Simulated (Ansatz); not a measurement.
CHAlO (SMILES [CH]=[O+][Al]) (charge +1, doublet)

Input

```
crystal:
  periodic: [false, false, false]
  atoms:
    - {symbol: C, position_ang: [-0.175724, 0.360621, 0.471622]}
    - {symbol: Al, position_ang: [2.336143, -0.765625, -1.343953]}
    - {symbol: O, position_ang: [0.443508, 0.115710, -0.513700]}
    - {symbol: H, position_ang: [-1.173282, 0.846343, 0.508868]}
basis:
  gaussian:
    orbitals: def2-TZVPD
total_charge: 1
magnetization:
  spin_polarized: true
  initial_magnetization: 1
hamiltonian:
  xc: {name: PBE0}
output: {forces: true, orbitals: {seedname: orbitals}}
```

Run with:

```sh
ansatz run input.yaml --threads 2 --pin off --max-ram 4350MiB --events-out events.jsonl --progress --plain --runs-dir runs
```

Geometry: B3LYP-D4/def2-TZVP.

Method: isolated molecule in a Gaussian basis; Kohn-Sham density functional theory, functional PBE0 (Ansatz 0.2.0).

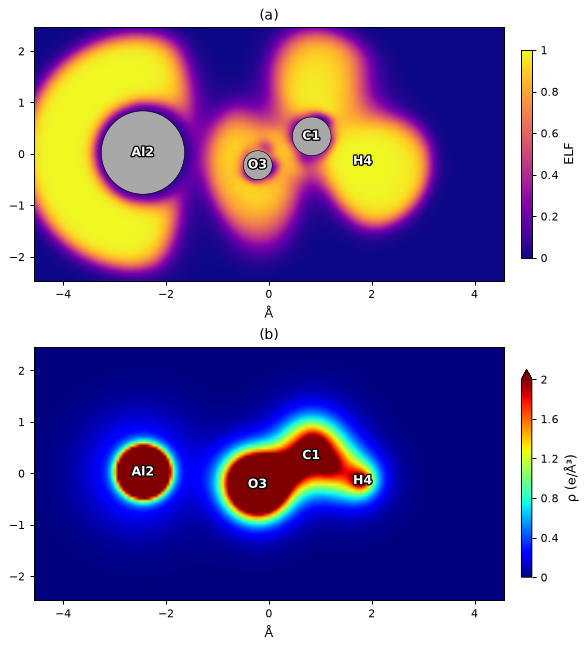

Figure 1. (a) electron localisation function; (b) total electron density on the molecular plane. Grey discs cover the atomic cores in the ELF map.

**What does the map show?**

The plane passes through C, Al, O and H nuclei.
C–O (1.19 Å): ρ at the midpoint is about 3.5 e/Å³; the ELF peaks at about 0.85 between the atoms; a multiple bond.
Al–O (2.25 Å): the density is about 0.26 e/Å³ at the midpoint, with its minimum of 0.22 e/Å³ about 1.0 Å from Al; the ELF is about 0.35 at the midpoint.
C–H (1.11 Å): ρ is about 2 e/Å³ halfway; the ELF climbs to about 1 towards the hydrogen, as it does in any bond to H (a covalent bond by its length).
The ELF also peaks beside O3 and C1, away from the bonds: non-bonding electrons, paired or unpaired.

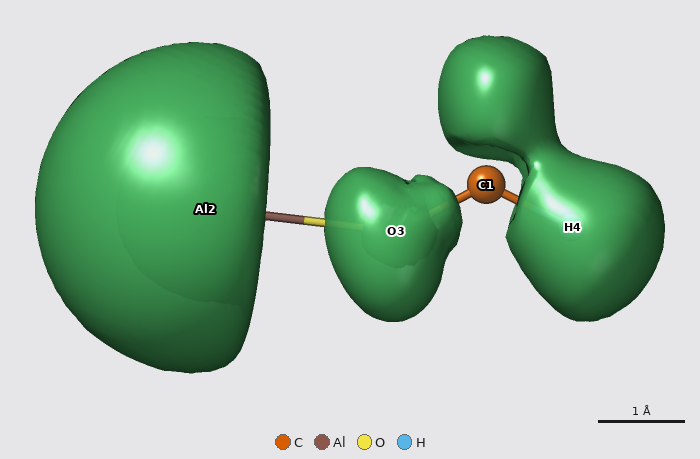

Figure 2. Isosurface of the ELF at 0.75 (green), seen across its widest extent. Core shells and regions of very low density are left out.

**Describe the localisation domains.**

At this value the surface marks out one region around a hydrogen nucleus, one region on O in which the atom's valence shell and bonds are merged and one region wrapped around Al (its valence shell).

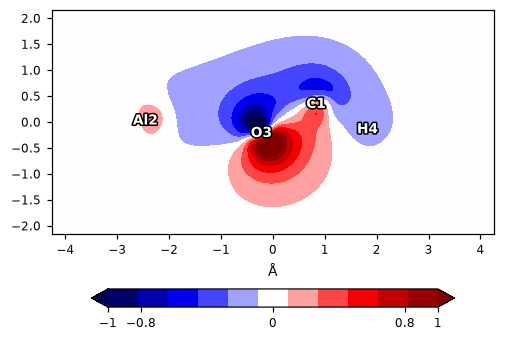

Figure 3. The HOMO−1 (β) on the molecular plane (values in Å⁻³ᐟ²; the overall sign is arbitrary).

**Describe this orbital and give its energy.**

It lies mainly on O3 (about 60 %) and C1 (about 30 %); it is symmetric in the molecular plane (an in-plane orbital: σ, lone-pair or in-plane π type). Its energy is −17.51 eV.
